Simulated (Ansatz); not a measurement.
# Cu: faces ranked by energy

Which of these faces of Cu costs least, and does the order hold when functional or mesh changes?

Calculated with Ansatz 0.2.0: Kohn-Sham DFT, PBE, PAW (set soft_2), plane waves; cutoff 420 eV, fermi-dirac smearing of 0.1 eV. Each cell was relaxed with PBE at fixed cell edges, then solved at the other levels. Its free energy less that of as many atoms of bulk Cu (12.008 Å³ an atom, mesh 15×15×15) is divided by the area of its two faces. Cutoffs: 420 eV for PBE and PBEsol; 500 eV for r2SCAN.

Cu(321), as built: Slab of Cu cut on (3 2 1), 12.1 Å thick, 1 x 1 surface cells, both faces free, 15 Å of vacuum; not relaxed. Lattice constants are starting values near those of PBE.

Cu(100), as built: Slab of Cu cut on (1 0 0), 12.7 Å thick, 2 x 2 surface cells, both faces free, 15 Å of vacuum; not relaxed. Lattice constants are starting values near those of PBE.

**Cells**

```
   cell  atoms  area (Å²)                    k-mesh  gain on relaxing (J/m²)  neighbours missing (per Å²)  work function (eV)
Cu(111)     24      22.89  8×8×1 (relaxed on 5×5×1)                    0.007                        0.524                4.79
Cu(100)     32      26.43  7×7×1 (relaxed on 5×5×1)                    0.017                        0.605                4.54
Cu(331)     30      28.80  7×6×1 (relaxed on 5×4×1)                    0.045                        0.625                4.48
Cu(311)     24      21.91  7×8×1 (relaxed on 5×6×1)                    0.051                        0.639                4.45
Cu(321)     26      24.72  8×6×1 (relaxed on 6×4×1)                    0.053                        0.647                4.44
```

Neighbours are counted within 3.08 Å in the cell as cut, where a bulk atom has 12; the deficit is per area of both faces. The work function is the vacuum level over the Fermi level.

**Surface energy**

In J/m²:

| cell | PBE | PBE, denser mesh | r2SCAN | PBEsol |
| --- | --- | --- | --- | --- |
| Cu(111) | 1.316 | 1.326 | 1.540 | 1.609 |
| Cu(100) | 1.482 | 1.479 | - | 1.786 |
| Cu(331) | 1.529 | 1.529 | 1.771 | - |
| Cu(311) | 1.562 | 1.561 | 1.802 | 1.882 |
| Cu(321) | 1.578 | 1.582 | 1.829 | 1.913 |

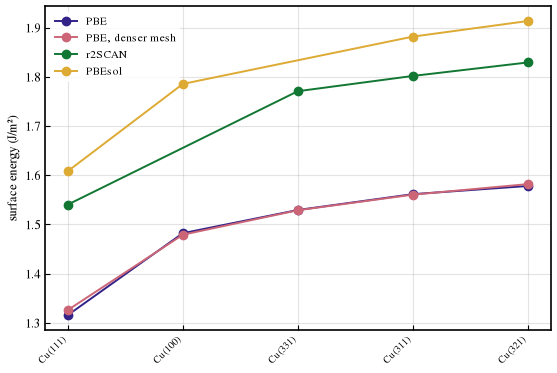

Surface energy by cell, in the order found with PBE.

**Findings**

With PBE the lowest is Cu(111) (1.32 J/m²) and the highest Cu(321) (1.58 J/m²), a ratio of 1.20. PBE on a denser mesh shifts the values by -0.00 to +0.01 J/m² over 5 cells and reverses no pair. r2SCAN shifts the values by +0.22 to +0.25 J/m² over 4 cells and reverses no pair. PBEsol shifts the values by +0.29 to +0.34 J/m² over 4 cells and reverses no pair. A pair counts as reversed only if it differs by over 0.02 J/m² at both levels. The energy rises with the count of missing neighbours per area (correlation +1.00). The work function runs from 4.44 eV on Cu(321) to 4.79 eV on Cu(111).

Limits: The lattice constant is the typed one for every functional. Cells and bulk are sampled on unlike meshes, and thin cells carry size effects; differences of a few hundredths of a J/m² aren't resolved. No reconstruction was sought. Work functions of thin slabs are sensitive to thickness and mesh. These are free energies under a smearing of 0.1 eV, whose entropy term isn't removed. In some runs the program notes that positions were snapped to a detected symmetry and the exchange-correlation potential is rough where the density is thin.

[Logs are printed without paths, hosts, clocks, repeated set-up lines and the standing remarks that a program may print on its own settings, such as how far it seeks lower states.]

[Hosts, paths, dates, database ids (printed as entryN), source tags and the programs' standing remarks are cut or masked in the printed files.]
